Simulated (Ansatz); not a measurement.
Rb (bcc, W type), conventional cell a = 5.575 Å, b = 5.575 Å, c = 5.575 Å, α = 90.00°, β = 90.00°, γ = 90.00°. The calculation uses the primitive cell of 1 atom, to which meshes and values per cell refer.

The volume is varied about the relaxed value V₀ at fixed cell shape. Symmetry pins the atoms to their sites.

These are PBEsol (plane waves to 420 eV, PAW, scalar-relativistic; Ansatz, a first-principles code) values and carry that method's errors. k mesh 12×12×12 (Γ-centred), Fermi-Dirac smearing 0.05 eV. Energies are smeared free energies. Rb was relaxed with its symmetry unable to fall. The zero of ΔE is the relaxed starting cell.

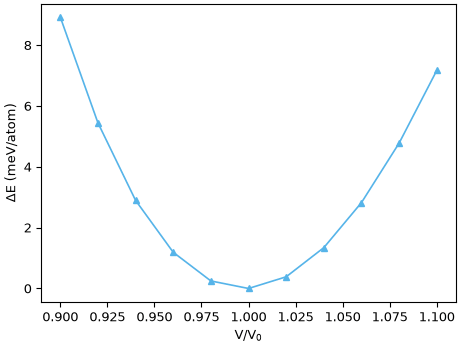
*ΔE (meV/atom) against V/V₀; markers are the computed points, lines only join them.*

What bulk modulus B₀ follows from a third-order Birch-Murnaghan fit?

About 2.9 GPa.

What is ΔE at V/V₀ = 1.100?

About 7 meV/atom.

(A scan under strain: stresses follow from slopes of the energy per volume, elastic moduli from its curvatures.)
